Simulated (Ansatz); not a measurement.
C$_{2}$H$_{7}$B: several calculations on one system

Part 1: Relaxation

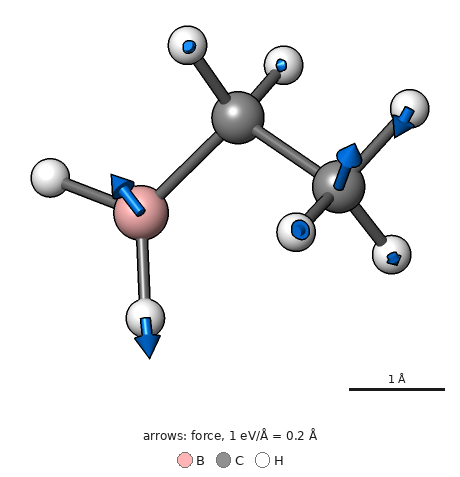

Starting geometry of C2H7B with the computed forces as blue arrows. Style: ball-and-stick. Shown at a tilt.

The run prepares an end point of a later path (torsion) calculation, from a guessed geometry.

All numbers below come from Ansatz 0.2.0, RKS r2SCAN/def2-SVP. Settings: no spin polarisation; force threshold 0.015 eV/Å; at most 40 steps.

Q: What follows when this structure is relaxed?

A: It isn't relaxed: the largest force vector, on a C atom, is 3.50 eV/Å. The final displacements follow the starting forces only in part (cosine between the two patterns 0.41). The largest move after the best rigid fit is that of an H atom, 0.15 Å. Largest moves by element: H 0.15 Å, C 0.10 Å, B 0.08 Å. Some distances before and after: B–H 1.131 → 1.213 Å, C–H 1.173 → 1.102 Å, C–H 1.143 → 1.102 Å, B–C 1.530 → 1.557 Å. Among the angles between lasting bonds that change: B–C–C 109.9° → 118.8°, C–C–H 106.5° → 112.5°, H–C–H 107.3° → 101.6°. Over 5 accepted moves (6 points after the start) the energy falls by 33.5 kJ/mol. Largest force component: 2.6 eV/Å at the start, 0.0019 eV/Å at the end. The line search rejected the trial step at point 5 of the run. Cost: 24 s on 1 thread of Arm Neoverse V1, on a shared host, peak memory 0.15 GiB.

Part 2: Relaxation

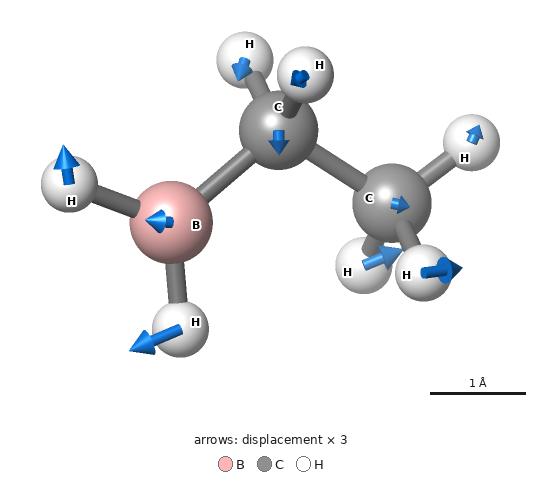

A relaxation of C2H7B. The starting structure is drawn; blue arrows show the displacements, 3 times their true length. The two geometries are superimposed by the best rigid fit.

A ball-and-stick model, seen at a tilt.

The run prepares an end point of a later path (torsion) calculation, from a guessed geometry.

Level of theory: RKS r2SCAN/def2-SVP in Ansatz.

The input:
```yaml
crystal:
  periodic: [false, false, false]
  atoms:
    - { symbol: B, position_ang: [-0.8988, 0.7983, -0.7001] }
    - { symbol: C, position_ang: [0.4706, 0.3168, -0.2175] }
    - { symbol: C, position_ang: [0.306, -0.8944, 0.6804] }
    - { symbol: H, position_ang: [-1.8702, 0.316, -0.3776] }
    - { symbol: H, position_ang: [-1.007, 1.7744, -1.4443] }
    - { symbol: H, position_ang: [0.9854, 1.1538, 0.3316] }
    - { symbol: H, position_ang: [1.1123, 0.0524, -1.0998] }
    - { symbol: H, position_ang: [-0.35329, -0.5486, 1.58721] }
    - { symbol: H, position_ang: [-0.28669, -1.71913, 0.15652] }
    - { symbol: H, position_ang: [1.24278, -1.26222, 1.06855] }
basis:
  gaussian: { orbitals: def2-SVP }
hamiltonian:
  xc: r2scan
relax:
  f_tol: 0.015
  max_steps: 40
```

Launched with:
```bash
ansatz run input.yaml --threads 1 --pin off --max-ram 2048MiB --backend cpu --events-out ev --progress --plain --runs-dir out
```

Question: Which element moves most?

Answer: Hydrogen: up to 0.20 Å, against 0.10 Å for boron.

Question: What did the optimiser do to the structure, and how much energy did it gain?

Answer: Over 4 geometry steps the energy falls by 7.66 kcal/mol. The largest force component goes from 2.2 to 0.012 eV/Å. The largest move after the best rigid fit is that of H4, 0.20 Å. By element the largest moves are H 0.20 Å, B 0.10 Å, C 0.09 Å. Among the contacts that change: B1–H4 1.131 → 1.213 Å, C3–H8 1.173 → 1.102 Å, C3–H9 1.143 → 1.102 Å, B1–C2 1.530 → 1.556 Å. Bond angles that change, for instance: B1–C2–C3 109.9° → 118.7°, H6–C2–H7 107.3° → 101.6°, C2–C3–H8 106.5° → 111.1°.

Part 3: Path

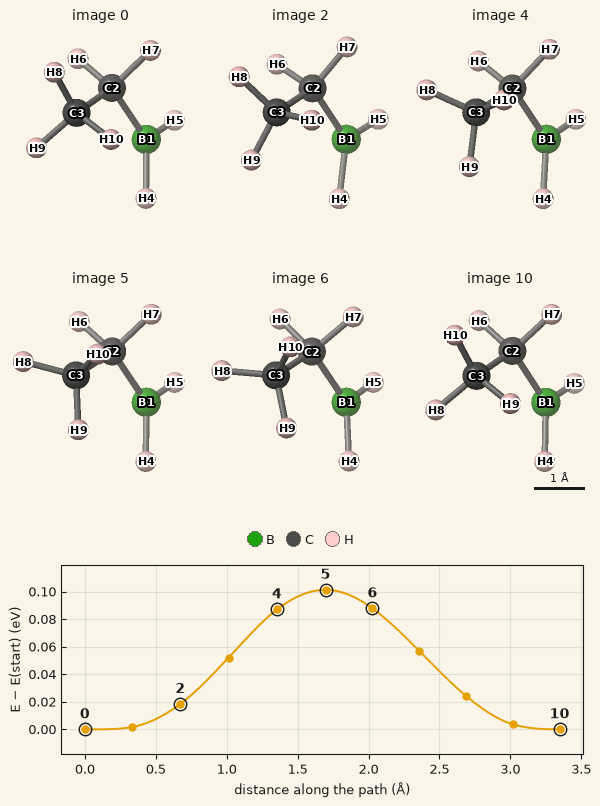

A search for the minimum-energy path of C$_{2}$H$_{7}$B by the nudged elastic band. Images are numbered from 0 (start) to 10 (end). The picture is a ball-and-stick view, seen from a free direction.

Method: RKS r2SCAN/def2-SVP (Ansatz). Set-up: 9 movable images; climbing image; force threshold 0.05 eV/Å; iteration limit 49; starting path through a guess of the saddle point.

> Describe the mechanism and the energy profile.

The barrier is about 0.101 eV in both directions, with image 5 at the top; the ends have the same energy. The motion is a rotation about the C2–C3 bond by about 120°. No bond forms or breaks between the ends. The band converged in 7 iterations. The largest component of the band force went from 4 to 0.049 eV/Å. The climbing image converged on the top of the path. Its vibrational analysis gives 2 imaginary modes over 30i cm⁻¹, so it isn't confirmed as a transition state.

The run took 3.5 min on 1 thread of Arm Neoverse V1, with other jobs on the host, peak memory 0.15 GiB.
